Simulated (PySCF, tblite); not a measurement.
**C₅H₁₀BNO: geometry, infrared bands and NMR shifts**

Wanted: the infrared bands and NMR shifts of C₅H₁₀BNO (`C=CCO[BH2-][N+]#CC`), by calculation.

Computed with tblite 0.8.0 and PySCF 2.14.0, with density-fitted response routines of our own, on a single molecule in the gas phase. Atoms are numbered from 0 throughout.

### 1 Starting geometry

18 atoms, charge 0, multiplicity 1; geometry from: force field or distance geometry start.

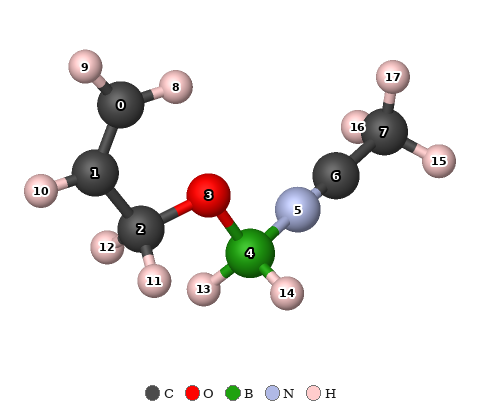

As it starts; carbon dark grey, oxygen red, boron green, nitrogen light blue, hydrogen pink, atoms numbered.

### 2 Geometry optimisation with GFN2-xTB

The job: settings as JSON, then the geometry in Å.

```
{"job": {"kind": "relax", "xc": "GFN2-xTB", "basis": "xTB"}, "charge": 0, "multiplicity": 1}
C     -2.851600     1.345000    -0.737800
C     -2.996200     0.044100    -0.636300
C     -1.846900    -0.854200    -0.191400
O     -0.715400    -0.072500     0.041800
B      0.357200    -1.008800     0.475800
N      1.638000    -0.364100     0.049500
C      2.642800     0.143600    -0.262300
C      3.907400     0.807600    -0.657300
H     -1.888600     1.811000    -0.507100
H     -3.726100     1.951000    -1.052100
H     -3.951400    -0.419500    -0.855300
H     -2.101000    -1.405400     0.743800
H     -1.671200    -1.608000    -0.957700
H      0.191200    -2.033100    -0.129700
H      0.329700    -1.209400     1.643700
H      4.700100     0.597600     0.090500
H      4.276500     0.411400    -1.620200
H      3.696800     1.869900    -0.714400
```

The run is started by

```bash
$ OMP_NUM_THREADS=1 python probes_run.py task.json out
```

The driver reads the jobs from task.json and runs them one after another.

**Question.** This job is followed by: GFN2-xTB harmonic vibrations, gas phase; GIAO PBE0/pcSseg-1 NMR shielding, non-relativistic, gas phase. What will the session give for the following? strongest single infrared mode (GFN2-xTB); zero-point energy (GFN2-xTB); 13C shifts against TMS (PBE0/pcSseg-1); 1H shifts against TMS (PBE0/pcSseg-1, means over atoms taken as alike); 17O shifts against H2O (PBE0/pcSseg-1); 11B shifts against BF3·OEt2 (PBE0/pcSseg-1); 15N shifts against NH3 (PBE0/pcSseg-1).

**Answer**, as computed:

| quantity | value |
| --- | --- |
| strongest single infrared mode (GFN2-xTB) | 1058 cm⁻¹, 203 km/mol |
| zero-point energy (GFN2-xTB) | 87.8 kcal/mol |
| 13C shifts against TMS (PBE0/pcSseg-1) | 155.8, 128.9, 114.1, 77.1, 3.8 ppm |
| 1H shifts against TMS (PBE0/pcSseg-1, means over atoms taken as alike) | 6.53, 5.95, 5.32, 4.63, 2.89, 2.31 ppm |
| 17O shifts against H2O (PBE0/pcSseg-1) | 49.3 ppm |
| 11B shifts against BF3·OEt2 (PBE0/pcSseg-1) | -10.5 ppm |
| 15N shifts against NH3 (PBE0/pcSseg-1) | 246.4 ppm |

What this shows: Over 196 steps the energy fell by 0.553 eV; of the close pairs, B4–N5 changed most, 1.496 to 1.580 Å. All 48 modes are real, so the xTB geometry is a minimum. The strongest single mode, at 1058 cm⁻¹, is spread over many atoms; the largest shares are those of H13, H14. Unscaled tight-binding wavenumbers are off by several per cent, some by more. Its intensities can rank the bands wrongly. C1 (alkene CH) lies farthest downfield among carbon, at 155.8 ppm; as expected for a trigonal carbon in a double bond. H10 (hydrogen on an alkene CH) lies farthest downfield among hydrogen, at 6.53 ppm; a vinylic proton, deshielded by the sp2 carbon and the C=C anisotropy. At PBE0/pcSseg-1: The largest span, 466 ppm, is at N5, where the paramagnetic term is -317 ppm.
